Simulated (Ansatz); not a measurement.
# BH (triplet): SPW92, PBE, r2SCAN over a scan of the distance B1–H2, cc-pVQZ, part 2 of 2

Ansatz 0.2.0, Gaussian basis; cc-pVQZ, all electrons in the functionals. Earlier steps stand in the parts before.

## 22. PBE, 3.215 Å

Input file in.yaml:

```yaml
crystal:
  periodic: [false, false, false]
  atoms:
    - {symbol: B, position_ang: [0.000000, 0.000000, 0.000000]}
    - {symbol: H, position_ang: [0.000000, 0.000000, 3.215000]}
basis:
  gaussian: {orbitals: cc-pVQZ}
magnetization: {spin_polarized: true, initial_magnetization: 2}
hamiltonian: {xc: {name: PBE}}
output: {orbitals: {seedname: orbitals}}
```

Started as:

```
$ ansatz run in.yaml --threads 1 --pin off --events-out ev --progress --plain --max-ram 2393MiB
```

What it wrote, shortened:

```text
Functional definition: PBE
  name "PBE"
  cite "Perdew, Burke & Ernzerhof, Phys. Rev. Lett. 77, 3865 (1996) doi:10.1103/PhysRevLett.77.3865"
  parent pbe
[...]
229 factors; their error is unknown
[...]
mean field -683.32722856 eV, -25.1118124736 hartree, gradient 6.5e-6 eV, S^2 2.003583; 9 other end points of the search recorded, 0 dependent functions left out
reference -683.32726628 eV, -25.1118138600 hartree; 4, 2 occupied and 81, 83 virtual orbitals, 229 factors
Total energy: -683.32726628 eV, -25.1118138600 hartree
```

Run time: 3.2 s. Hardware: 1 thread of Arm Neoverse N1, shared host.

From the report: ⟨S²⟩ of the determinant 2.004 (pure triplet: 2.00).

From 1.194 Å: +246.8 kJ/mol.

## 23. PBE, 4.044 Å

Edit in.yaml of step 22 so:

```diff
@@ -4,3 +4,3 @@
     - {symbol: B, position_ang: [0.000000, 0.000000, 0.000000]}
-    - {symbol: H, position_ang: [0.000000, 0.000000, 3.215000]}
+    - {symbol: H, position_ang: [0.000000, 0.000000, 4.044000]}
 basis:
```

Same command.

What it wrote, shortened:

```text
Functional definition: PBE
  name "PBE"
  cite "Perdew, Burke & Ernzerhof, Phys. Rev. Lett. 77, 3865 (1996) doi:10.1103/PhysRevLett.77.3865"
  parent pbe
[...]
229 factors; their error is unknown
[...]
mean field -683.30864147 eV, -25.1111294110 hartree, gradient 4.0e-6 eV, S^2 2.003312; 6 other end points of the search recorded, 0 dependent functions left out
reference -683.30868350 eV, -25.1111309552 hartree; 4, 2 occupied and 81, 83 virtual orbitals, 229 factors
Total energy: -683.30868350 eV, -25.1111309552 hartree
```

Run time: 4 s. Hardware: 1 thread of Arm Neoverse N1, shared host.

From the report: ⟨S²⟩ of the determinant 2.003 (pure triplet: 2.00).

From 1.194 Å: +248.6 kJ/mol.

## 24. r2SCAN, 0.938 Å

Input file in.yaml:

```yaml
crystal:
  periodic: [false, false, false]
  atoms:
    - {symbol: B, position_ang: [0.000000, 0.000000, 0.000000]}
    - {symbol: H, position_ang: [0.000000, 0.000000, 0.938000]}
basis:
  gaussian: {orbitals: cc-pVQZ}
magnetization: {spin_polarized: true, initial_magnetization: 2}
hamiltonian: {xc: {name: r2SCAN}}
output: {forces: true}
```

Launched as before.

What it wrote, shortened:

```text
Functional definition: r2SCAN
  name "r2SCAN"
  cite "Furness, Kaplan, Ning, Perdew & Sun, J. Phys. Chem. Lett. 11, 8208 (2020) doi:10.1021/acs.jpclett.0c02405"
  cite "Furness, Kaplan, Ning, Perdew & Sun, J. Phys. Chem. Lett. 11, 9248 (2020) doi:10.1021/acs.jpclett.0c03077"
  parent r2scan
[...]
229 factors; their error is unknown
[...]
mean field -685.63214438 eV, -25.1965165679 hartree, gradient 2.3e-5 eV, S^2 2.001958; 1 other end points of the search recorded, 0 dependent functions left out
[...]
reference -685.63215746 eV, -25.1965170484 hartree; 4, 2 occupied and 81, 83 virtual orbitals, 229 factors
Total energy: -685.63215746 eV, -25.1965170484 hartree
Atom 0 at     0.000000     0.000000     0.000000 Å, force    -0.000000    -0.000000   -12.002686 eV/Å
Atom 1 at     0.000000     0.000000     0.938000 Å, force     0.000000    -0.000000    12.002686 eV/Å
Dipole moment:    -0.000000    -0.000000     0.048673 e Å
```

It took 2.6 s on 1 thread of Arm Neoverse N1, shared host.

From the report: ⟨S²⟩ of the determinant 2.002 (pure triplet: 2.00).

## 25. r2SCAN, 1.061 Å

Input file in.yaml:

```yaml
crystal:
  periodic: [false, false, false]
  atoms:
    - {symbol: B, position_ang: [0.000000, 0.000000, 0.000000]}
    - {symbol: H, position_ang: [0.000000, 0.000000, 1.061000]}
basis:
  gaussian: {orbitals: cc-pVQZ}
magnetization: {spin_polarized: true, initial_magnetization: 2}
hamiltonian: {xc: {name: r2SCAN}}
```

Same command.

What it wrote, shortened:

```text
Functional definition: r2SCAN
  name "r2SCAN"
  cite "Furness, Kaplan, Ning, Perdew & Sun, J. Phys. Chem. Lett. 11, 8208 (2020) doi:10.1021/acs.jpclett.0c02405"
  cite "Furness, Kaplan, Ning, Perdew & Sun, J. Phys. Chem. Lett. 11, 9248 (2020) doi:10.1021/acs.jpclett.0c03077"
  parent r2scan
[...]
229 factors; their error is unknown
[...]
mean field -686.59152778 eV, -25.2317732575 hartree, gradient 3.0e-5 eV, S^2 2.002124; 2 other end points of the search recorded, 0 dependent functions left out
reference -686.59154100 eV, -25.2317737433 hartree; 4, 2 occupied and 81, 83 virtual orbitals, 229 factors
Total energy: -686.59154100 eV, -25.2317737433 hartree
```

It took 2.9 s on 1 thread of Arm Neoverse N1, shared host.

From the report: ⟨S²⟩ of the determinant 2.002 (pure triplet: 2.00).

## 26. r2SCAN, 1.194 Å

Input file in.yaml:

```yaml
crystal:
  periodic: [false, false, false]
  atoms:
    - {symbol: B, position_ang: [0.000000, 0.000000, 0.000000]}
    - {symbol: H, position_ang: [0.000000, 0.000000, 1.194000]}
basis:
  gaussian: {orbitals: cc-pVQZ}
magnetization: {spin_polarized: true, initial_magnetization: 2}
hamiltonian: {xc: {name: r2SCAN}}
output: {forces: true}
```

Same command.

What it wrote, shortened:

```text
Functional definition: r2SCAN
  name "r2SCAN"
  cite "Furness, Kaplan, Ning, Perdew & Sun, J. Phys. Chem. Lett. 11, 8208 (2020) doi:10.1021/acs.jpclett.0c02405"
  cite "Furness, Kaplan, Ning, Perdew & Sun, J. Phys. Chem. Lett. 11, 9248 (2020) doi:10.1021/acs.jpclett.0c03077"
  parent r2scan
[...]
229 factors; their error is unknown
[...]
mean field -686.84569649 eV, -25.2411137854 hartree, gradient 2.2e-5 eV, S^2 2.002403; 1 other end points of the search recorded, 0 dependent functions left out
[...]
reference -686.84570988 eV, -25.2411142775 hartree; 4, 2 occupied and 81, 83 virtual orbitals, 229 factors
Total energy: -686.84570988 eV, -25.2411142775 hartree
Atom 0 at     0.000000     0.000000     0.000000 Å, force    -0.000000    -0.000000     0.048185 eV/Å
Atom 1 at     0.000000     0.000000     1.194000 Å, force     0.000000     0.000000    -0.048185 eV/Å
Dipole moment:    -0.000000    -0.000000     0.034884 e Å
```

It took 2.6 s on 1 thread of Arm Neoverse N1, shared host.

From the report: ⟨S²⟩ of the determinant 2.002 (pure triplet: 2.00).

## 27. r2SCAN, 1.327 Å

Input file in.yaml:

```yaml
crystal:
  periodic: [false, false, false]
  atoms:
    - {symbol: B, position_ang: [0.000000, 0.000000, 0.000000]}
    - {symbol: H, position_ang: [0.000000, 0.000000, 1.327000]}
basis:
  gaussian: {orbitals: cc-pVQZ}
magnetization: {spin_polarized: true, initial_magnetization: 2}
hamiltonian: {xc: {name: r2SCAN}}
```

The command is unchanged.

What it wrote, shortened:

```text
Functional definition: r2SCAN
  name "r2SCAN"
  cite "Furness, Kaplan, Ning, Perdew & Sun, J. Phys. Chem. Lett. 11, 8208 (2020) doi:10.1021/acs.jpclett.0c02405"
  cite "Furness, Kaplan, Ning, Perdew & Sun, J. Phys. Chem. Lett. 11, 9248 (2020) doi:10.1021/acs.jpclett.0c03077"
  parent r2scan
[...]
229 factors; their error is unknown
[...]
mean field -686.67587381 eV, -25.2348729168 hartree, gradient 4.9e-5 eV, S^2 2.003073; 1 other end points of the search recorded, 0 dependent functions left out
reference -686.67588732 eV, -25.2348734135 hartree; 4, 2 occupied and 81, 83 virtual orbitals, 229 factors
Total energy: -686.67588732 eV, -25.2348734135 hartree
```

Wall time 2.4 s (1 thread of Arm Neoverse N1, shared host).

From the report: ⟨S²⟩ of the determinant 2.003 (pure triplet: 2.00).

From 1.194 Å: +16.4 kJ/mol.

## 28. r2SCAN, 1.474 Å

Input file in.yaml:

```yaml
crystal:
  periodic: [false, false, false]
  atoms:
    - {symbol: B, position_ang: [0.000000, 0.000000, 0.000000]}
    - {symbol: H, position_ang: [0.000000, 0.000000, 1.474000]}
basis:
  gaussian: {orbitals: cc-pVQZ}
magnetization: {spin_polarized: true, initial_magnetization: 2}
hamiltonian: {xc: {name: r2SCAN}}
output: {forces: true}
```

The command is unchanged.

What it wrote, shortened:

```text
Functional definition: r2SCAN
  name "r2SCAN"
  cite "Furness, Kaplan, Ning, Perdew & Sun, J. Phys. Chem. Lett. 11, 8208 (2020) doi:10.1021/acs.jpclett.0c02405"
  cite "Furness, Kaplan, Ning, Perdew & Sun, J. Phys. Chem. Lett. 11, 9248 (2020) doi:10.1021/acs.jpclett.0c03077"
  parent r2scan
[...]
229 factors; their error is unknown
[...]
mean field -686.26164042 eV, -25.2196501206 hartree, gradient 2.8e-5 eV, S^2 2.005350; 1 other end points of the search recorded, 0 dependent functions left out
[...]
reference -686.26165401 eV, -25.2196506199 hartree; 4, 2 occupied and 81, 83 virtual orbitals, 229 factors
Total energy: -686.26165401 eV, -25.2196506199 hartree
Atom 0 at     0.000000     0.000000     0.000000 Å, force     0.000000     0.000000     3.213017 eV/Å
Atom 1 at     0.000000     0.000000     1.474000 Å, force    -0.000000    -0.000000    -3.213017 eV/Å
Dipole moment:    -0.000000    -0.000000     0.012916 e Å
```

It took 2.8 s on 1 thread of Arm Neoverse N1, shared host.

From the report: ⟨S²⟩ of the determinant 2.005 (pure triplet: 2.00).

From 1.194 Å: +56.4 kJ/mol.

## 29. r2SCAN, 1.633 Å

Input file in.yaml:

```yaml
crystal:
  periodic: [false, false, false]
  atoms:
    - {symbol: B, position_ang: [0.000000, 0.000000, 0.000000]}
    - {symbol: H, position_ang: [0.000000, 0.000000, 1.633000]}
basis:
  gaussian: {orbitals: cc-pVQZ}
magnetization: {spin_polarized: true, initial_magnetization: 2}
hamiltonian: {xc: {name: r2SCAN}}
```

The command is unchanged.

What it wrote, shortened:

```text
Functional definition: r2SCAN
  name "r2SCAN"
  cite "Furness, Kaplan, Ning, Perdew & Sun, J. Phys. Chem. Lett. 11, 8208 (2020) doi:10.1021/acs.jpclett.0c02405"
  cite "Furness, Kaplan, Ning, Perdew & Sun, J. Phys. Chem. Lett. 11, 9248 (2020) doi:10.1021/acs.jpclett.0c03077"
  parent r2scan
[...]
229 factors; their error is unknown
[...]
mean field -685.73455237 eV, -25.2002799921 hartree, gradient 4.9e-5 eV, S^2 2.013062; 1 other end points of the search recorded, 0 dependent functions left out
reference -685.73456604 eV, -25.2002804944 hartree; 4, 2 occupied and 81, 83 virtual orbitals, 229 factors
Total energy: -685.73456604 eV, -25.2002804944 hartree
```

Run time: 2.6 s. Hardware: 1 thread of Arm Neoverse N1, shared host.

From the report: ⟨S²⟩ of the determinant 2.013 (pure triplet: 2.00).

From 1.194 Å: +107.2 kJ/mol.

## 30. r2SCAN, 1.938 Å

Edit in.yaml of step 29 so:

```diff
@@ -4,3 +4,3 @@
     - {symbol: B, position_ang: [0.000000, 0.000000, 0.000000]}
-    - {symbol: H, position_ang: [0.000000, 0.000000, 1.633000]}
+    - {symbol: H, position_ang: [0.000000, 0.000000, 1.938000]}
 basis:
```

Same command.

What it wrote, shortened:

```text
Functional definition: r2SCAN
  name "r2SCAN"
  cite "Furness, Kaplan, Ning, Perdew & Sun, J. Phys. Chem. Lett. 11, 8208 (2020) doi:10.1021/acs.jpclett.0c02405"
  cite "Furness, Kaplan, Ning, Perdew & Sun, J. Phys. Chem. Lett. 11, 9248 (2020) doi:10.1021/acs.jpclett.0c03077"
  parent r2scan
[...]
229 factors; their error is unknown
[...]
mean field -684.89780747 eV, -25.1695301841 hartree, gradient 8.4e-5 eV, S^2 2.047130; 1 other end points of the search recorded, 0 dependent functions left out
reference -684.89782126 eV, -25.1695306910 hartree; 4, 2 occupied and 81, 83 virtual orbitals, 229 factors
Total energy: -684.89782126 eV, -25.1695306910 hartree
```

It took 2.4 s on 1 thread of Arm Neoverse N1, shared host.

From the report: ⟨S²⟩ of the determinant 2.047 (pure triplet: 2.00).

From 1.194 Å: +187.9 kJ/mol.

## 31. r2SCAN, 2.219 Å

Input file in.yaml:

```yaml
crystal:
  periodic: [false, false, false]
  atoms:
    - {symbol: B, position_ang: [0.000000, 0.000000, 0.000000]}
    - {symbol: H, position_ang: [0.000000, 0.000000, 2.219000]}
basis:
  gaussian: {orbitals: cc-pVQZ}
magnetization: {spin_polarized: true, initial_magnetization: 2}
hamiltonian: {xc: {name: r2SCAN}}
output: {forces: true}
```

Same command.

What it wrote, shortened:

```text
Functional definition: r2SCAN
  name "r2SCAN"
  cite "Furness, Kaplan, Ning, Perdew & Sun, J. Phys. Chem. Lett. 11, 8208 (2020) doi:10.1021/acs.jpclett.0c02405"
  cite "Furness, Kaplan, Ning, Perdew & Sun, J. Phys. Chem. Lett. 11, 9248 (2020) doi:10.1021/acs.jpclett.0c03077"
  parent r2scan
[...]
229 factors; their error is unknown
[...]
mean field -684.46456675 eV, -25.1536088814 hartree, gradient 4.9e-5 eV, S^2 2.051526; 3 other end points of the search recorded, 0 dependent functions left out
[...]
reference -684.46458067 eV, -25.1536093930 hartree; 4, 2 occupied and 81, 83 virtual orbitals, 229 factors
Total energy: -684.46458067 eV, -25.1536093930 hartree
Atom 0 at     0.000000     0.000000     0.000000 Å, force     0.000000    -0.000000     1.105560 eV/Å
Atom 1 at     0.000000     0.000000     2.219000 Å, force    -0.000000     0.000000    -1.105560 eV/Å
Dipole moment:     0.000000    -0.000000     0.020516 e Å
```

It took 3 s on 1 thread of Arm Neoverse N1, shared host.

From the report: ⟨S²⟩ of the determinant 2.052 (pure triplet: 2.00).

From 1.194 Å: +229.7 kJ/mol.

## 32. r2SCAN, 2.674 Å

Input file in.yaml:

```yaml
crystal:
  periodic: [false, false, false]
  atoms:
    - {symbol: B, position_ang: [0.000000, 0.000000, 0.000000]}
    - {symbol: H, position_ang: [0.000000, 0.000000, 2.674000]}
basis:
  gaussian: {orbitals: cc-pVQZ}
magnetization: {spin_polarized: true, initial_magnetization: 2}
hamiltonian: {xc: {name: r2SCAN}}
```

Launched as before.

What it wrote, shortened:

```text
Functional definition: r2SCAN
  name "r2SCAN"
  cite "Furness, Kaplan, Ning, Perdew & Sun, J. Phys. Chem. Lett. 11, 8208 (2020) doi:10.1021/acs.jpclett.0c02405"
  cite "Furness, Kaplan, Ning, Perdew & Sun, J. Phys. Chem. Lett. 11, 9248 (2020) doi:10.1021/acs.jpclett.0c03077"
  parent r2scan
[...]
229 factors; their error is unknown
[...]
mean field -684.16374638 eV, -25.1425539365 hartree, gradient 1.6e-5 eV, S^2 2.023839; 8 other end points of the search recorded, 0 dependent functions left out
reference -684.16376089 eV, -25.1425544699 hartree; 4, 2 occupied and 81, 83 virtual orbitals, 229 factors
Total energy: -684.16376089 eV, -25.1425544699 hartree
```

Wall time 6 s (1 thread of Arm Neoverse N1, shared host).

From the report: ⟨S²⟩ of the determinant 2.024 (pure triplet: 2.00).

From 1.194 Å: +258.8 kJ/mol.

## 33. r2SCAN, 3.215 Å

Edit in.yaml of step 32 so:

```diff
@@ -4,3 +4,3 @@
     - {symbol: B, position_ang: [0.000000, 0.000000, 0.000000]}
-    - {symbol: H, position_ang: [0.000000, 0.000000, 2.674000]}
+    - {symbol: H, position_ang: [0.000000, 0.000000, 3.215000]}
 basis:
```

Same command.

What it wrote, shortened:

```text
Functional definition: r2SCAN
  name "r2SCAN"
  cite "Furness, Kaplan, Ning, Perdew & Sun, J. Phys. Chem. Lett. 11, 8208 (2020) doi:10.1021/acs.jpclett.0c02405"
  cite "Furness, Kaplan, Ning, Perdew & Sun, J. Phys. Chem. Lett. 11, 9248 (2020) doi:10.1021/acs.jpclett.0c03077"
  parent r2scan
[...]
229 factors; their error is unknown
[...]
mean field -684.07155825 eV, -25.1391660854 hartree, gradient 8.5e-6 eV, S^2 2.009432; 9 other end points of the search recorded, 0 dependent functions left out
reference -684.07157358 eV, -25.1391666486 hartree; 4, 2 occupied and 81, 83 virtual orbitals, 229 factors
Total energy: -684.07157358 eV, -25.1391666486 hartree
```

Run time: 6.5 s. Hardware: 1 thread of Arm Neoverse N1, shared host.

From the report: ⟨S²⟩ of the determinant 2.009 (pure triplet: 2.00).

From 1.194 Å: +267.7 kJ/mol.

## 34. r2SCAN, 4.044 Å

Input file in.yaml:

```yaml
crystal:
  periodic: [false, false, false]
  atoms:
    - {symbol: B, position_ang: [0.000000, 0.000000, 0.000000]}
    - {symbol: H, position_ang: [0.000000, 0.000000, 4.044000]}
basis:
  gaussian: {orbitals: cc-pVQZ}
magnetization: {spin_polarized: true, initial_magnetization: 2}
hamiltonian: {xc: {name: r2SCAN}}
output: {forces: true}
```

The command is unchanged.

What it wrote, shortened:

```text
Functional definition: r2SCAN
  name "r2SCAN"
  cite "Furness, Kaplan, Ning, Perdew & Sun, J. Phys. Chem. Lett. 11, 8208 (2020) doi:10.1021/acs.jpclett.0c02405"
  cite "Furness, Kaplan, Ning, Perdew & Sun, J. Phys. Chem. Lett. 11, 9248 (2020) doi:10.1021/acs.jpclett.0c03077"
  parent r2scan
[...]
229 factors; their error is unknown
[...]
mean field -684.04191944 eV, -25.1380768792 hartree, gradient 4.5e-6 eV, S^2 2.007880; 10 other end points of the search recorded, 0 dependent functions left out
[...]
reference -684.04193589 eV, -25.1380774835 hartree; 4, 2 occupied and 81, 83 virtual orbitals, 229 factors
Total energy: -684.04193589 eV, -25.1380774835 hartree
Atom 0 at     0.000000     0.000000     0.000000 Å, force    -0.000000     0.000000     0.012666 eV/Å
Atom 1 at     0.000000     0.000000     4.044000 Å, force     0.000000    -0.000000    -0.012666 eV/Å
Dipole moment:    -0.000000    -0.000000     0.004371 e Å
```

Run time: 8 s. Hardware: 1 thread of Arm Neoverse N1, shared host.

From the report: ⟨S²⟩ of the determinant 2.008 (pure triplet: 2.00).

From 1.194 Å: +270.5 kJ/mol.

## 35. Against the wave-function levels

The yardstick is full CI for this spin, exact in this basis with these frozen cores. It and the other wave-function rows come from earlier runs at the same points. Energies in kJ/mol, counted from 1.194 Å; blanks weren't run or aren't comparable.

```
         level  0.938 Å  1.061 Å  1.194 Å  1.327 Å  1.474 Å  1.633 Å  1.938 Å  2.219 Å  2.674 Å  3.215 Å  4.044 Å
           FCI    117.6     24.7      0.0     16.0     54.9    103.5    177.6    209.0    221.6    224.0    224.8
         SPW92    125.1     28.7      0.0     12.4     48.6     96.7    180.0    227.6    260.6    273.3    278.6
           PBE    121.4     26.9      0.0     13.8     51.1     99.4    179.0    219.2    240.9    246.8    248.6
        r2SCAN    117.1     24.5      0.0     16.4     56.4    107.2    187.9    229.7    258.8    267.7    270.5
           RHF    111.8     20.7      0.0     22.2     71.0    135.0    229.8    234.3    232.4    231.0    230.6
           UHF    112.0     20.9      0.0     21.7     68.7    125.9    197.3    218.7    224.2    223.7    223.4
          RMP2    112.9     21.8      0.0     20.1     65.3    123.4    212.6    232.5    238.2    239.4    240.0
          UMP2    113.0     21.9      0.0     19.9     64.5    122.5    209.7    235.0    239.9    240.4    240.9
         RCCSD    116.5     24.0      0.0     16.9     57.1    107.5    181.0    210.9    222.2    224.1    224.8
      RCCSD(T)    117.3     24.5      0.0     16.3     55.5    104.6    178.4    209.5    221.7    224.0    224.7
      UCCSD(T)    117.3     24.5      0.0     16.3     55.5    104.3    178.5    209.6    221.8    224.0    224.8
     RCCSDT(Q)    117.6     24.7      0.0     16.0     54.9    103.5    177.6    209.0    221.6    224.0    224.8
     UCCSDT(Q)    117.6     24.7      0.0     16.0     54.9    103.5    177.6    209.0    221.6    224.0    224.8
CASSCF valence    119.6     25.7      0.0     15.7     55.2    102.5    172.0    197.5    202.2    201.0    200.5
NEVPT2 valence    117.4     24.5      0.0     16.5     55.8     98.4    170.5    199.6    209.5    210.4    210.8
```

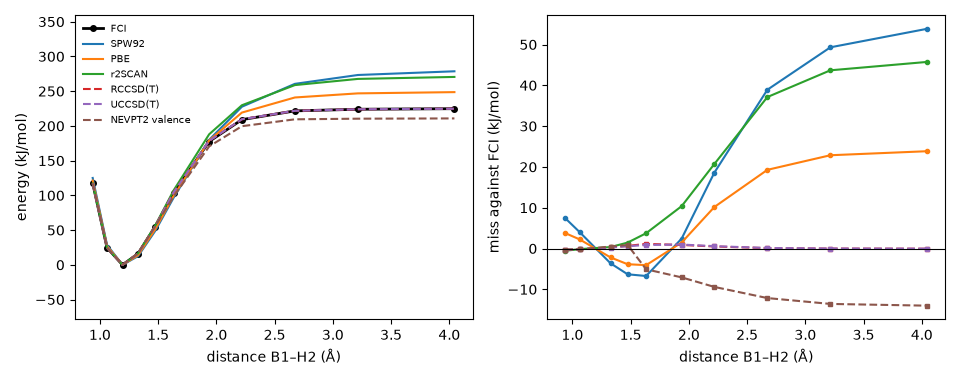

Left: the curves (the axis may cut off levels that run far away). Right: misses against FCI, in the same colours.

Largest miss and mean time a point (FCI took 69 s a point; shared hosts):

```
         level  largest miss (kJ/mol)    where  time a point
         SPW92                  +53.8  4.044 Å        0.86 s
           PBE                  +23.8  4.044 Å         1.9 s
        r2SCAN                  +45.7  4.044 Å         3.8 s
           RHF                  +52.2  1.938 Å              
           UHF                  +22.5  1.633 Å              
          RMP2                  +35.0  1.938 Å              
          UMP2                  +32.1  1.938 Å              
         RCCSD                   +4.0  1.633 Å              
      RCCSD(T)                   +1.1  1.633 Å          16 s
      UCCSD(T)                   +1.0  1.938 Å          16 s
     RCCSDT(Q)                    0.0  1.633 Å       1.7 min
     UCCSDT(Q)                    0.0  1.938 Å       1.7 min
CASSCF valence                  -24.2  4.044 Å              
NEVPT2 valence                  -14.0  4.044 Å         2.8 s
```

## 36. Outcome

The summary covers parts 1 to 2.

```
              quantity                   value
 span of the FCI curve            224.8 kJ/mol
   largest miss, SPW92  +53.8 kJ/mol (4.044 Å)
     largest miss, PBE  +23.8 kJ/mol (4.044 Å)
  largest miss, r2SCAN  +45.7 kJ/mol (4.044 Å)
largest miss, RCCSD(T)   +1.1 kJ/mol (1.633 Å)
largest miss, UCCSD(T)   +1.0 kJ/mol (1.938 Å)
```

In words: Of the functionals, PBE keep the smallest largest miss at the points compared (at most 23.8 kJ/mol) and SPW92 strays most (53.8 kJ/mol, at 4.044 Å). Functionals and the yardstick converge differently with the basis, so part of each miss in cc-pVQZ is the basis.
